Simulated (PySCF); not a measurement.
# CH5AlF− (SMILES F[CH2][AlH3-]): CCSD/Sapporo-DZP

Aim: the energy change on altering one bond length of CH5AlF− at CCSD/Sapporo-DZP, from 2 runs. The job is set up through a Python script.

The calculation is run with PySCF 2.14.0.

2 further runs of the same task are left out: 2 set aside as unsound or not needed.

### Step 1. The molecule

The species is CH5AlF− (8 atoms), meant as a singlet with charge -1. SMILES: `F[CH2][AlH3-]`. Geometry: a GFN2-xTB relaxation, a rough one for these elements and not checked as a minimum.

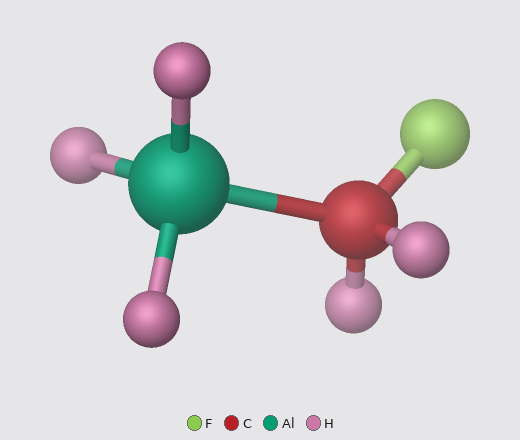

Viewed from a chosen angle; fluorine green, carbon red, aluminium teal, hydrogen pink.

### Step 2. Energy and forces at CCSD/Sapporo-DZP

job.py

```python
import pyscf.grad
from pyscf import gto, cc

molecule = gto.M(
    atom='''
F     -2.530324     2.570217    -2.067814
C     -1.097383     0.365605    -1.550048
Al     1.091959    -0.271894     1.636219
H      0.117635     0.159266    -3.243337
H     -2.495119    -1.183252    -1.727701
H     -0.595736    -0.322652     4.156660
H      2.158559    -3.059259     0.947660
H      3.350409     1.741950     1.848360
''',
    verbose=3,
    spin=0,
    max_memory=1860,
    unit='bohr',
    charge=-1,
    basis='sapporo-dzp',
)

mf = molecule.RHF()
mf.kernel()

mycc = cc.CCSD(mf, frozen=7)
mycc.kernel()
etot = mycc.e_tot
print(f'total energy: {etot:.8f} hartree')
grad = mycc.Gradients().kernel()
```

Command:

```sh
OMP_NUM_THREADS=1 python job.py
```

The log of the run:

```text
converged SCF energy = -382.096535349175
E(CCSD) = -382.5709027933879  E_corr = -0.474367444212636
total energy: -382.57090279 hartree
--------------- CCSD gradients ---------------
         x                y                z
0 F     0.0040282788    -0.0141414768    -0.0056722391
1 C    -0.0027363997     0.0087438980     0.0033566781
2 Al     0.0064811100    -0.0034062521     0.0084155849
3 H    -0.0038052658     0.0034495897     0.0017837431
4 H     0.0001098995     0.0055316869    -0.0004672772
5 H     0.0038751749     0.0000455210    -0.0065839333
6 H    -0.0022368409     0.0048717813     0.0002316545
7 H    -0.0057159566    -0.0050947480    -0.0010642110
----------------------------------------------
```

Run time: 22 s. Hardware: 1 thread of Arm Neoverse V2, shared host; peak memory 0.4 GiB.

### Step 3. The distorted shape at the same level

input.py

```python
import pyscf.grad
from pyscf import gto, cc

mol = gto.M(
    atom='''
F     -2.749259     2.633966    -2.386441
C     -1.316317     0.429355    -1.868675
Al     1.091959    -0.271894     1.636219
H     -0.101299     0.223016    -3.561964
H     -2.714053    -1.119502    -2.046328
H     -0.595736    -0.322652     4.156660
H      2.158559    -3.059259     0.947660
H      3.350409     1.741950     1.848360
''',
    unit='bohr',
    verbose=3,
    charge=-1,
    basis='sapporo-dzp',
    max_memory=1860,
)

myscf = mol.RHF()
myscf.kernel()

mycc = cc.CCSD(myscf, frozen=7)
mycc.kernel()
e_final = mycc.e_tot
print('E(%s) = %.9f' % ('CCSD', e_final))
grad = mycc.Gradients().kernel()
```

Command:

```sh
OMP_NUM_THREADS=1 python input.py
```

The log of the run:

```text
converged SCF energy = -382.088829432946
E(CCSD) = -382.563939486858  E_corr = -0.4751100539124343
E(CCSD) = -382.563939487
--------------- CCSD gradients ---------------
         x                y                z
0 F     0.0034298271    -0.0134244507    -0.0060499682
1 C    -0.0153507997     0.0117915537    -0.0155521171
2 Al     0.0183851341    -0.0056074600     0.0268751644
3 H    -0.0047852788     0.0030469842     0.0009407496
4 H     0.0000077731     0.0055684457    -0.0018188515
5 H     0.0041325006    -0.0003032112    -0.0049455915
6 H    -0.0014573391     0.0038052172     0.0006187297
7 H    -0.0043618173    -0.0048770789    -0.0000681155
----------------------------------------------
```

Wall time 22 s (1 thread of Arm Neoverse V2, shared host); peak memory 0.4 GiB.

### Step 4. Outcome

Level: CCSD/Sapporo-DZP, 7 core orbitals frozen.

| quantity | value |
| --- | --- |
| first shape: total energy | -382.57090 Eh |
| first shape: HOMO energy (Hartree–Fock orbitals) | -5.33 eV |
| first shape: LUMO energy (Hartree–Fock orbitals) | 6.96 eV |
| first shape: HOMO–LUMO gap (to an unbound level, set by the basis) | 12.30 eV |
| first shape: correlation energy (7 core orbitals frozen) | -474.4 mEh |
| first shape: T1 diagnostic | 0.011 |
| first shape: largest force on an atom | 0.810 eV/Å |
| distorted shape: total energy | -382.56394 Eh |
| distorted shape: HOMO energy (Hartree–Fock orbitals) | -4.88 eV |
| distorted shape: LUMO energy (Hartree–Fock orbitals) | 6.89 eV |
| distorted shape: HOMO–LUMO gap (to an unbound level, set by the basis) | 11.77 eV |
| distorted shape: correlation energy (7 core orbitals frozen) | -475.1 mEh |
| distorted shape: T1 diagnostic | 0.011 |
| distorted shape: largest force on an atom | 1.699 eV/Å |
| energy change with the C2–Al3 bond stretched from 2.073 to 2.281 Å | 0.189 eV |

What this shows: With the C2–Al3 bond stretched from 2.073 to 2.281 Å the energy rises by 0.19 eV (4.4 kcal/mol). The first shape isn't relaxed at this level, so the change isn't measured from a minimum. The largest force (first shape) is 0.81 eV/Å: the shape isn't a stationary point for this species at this level.
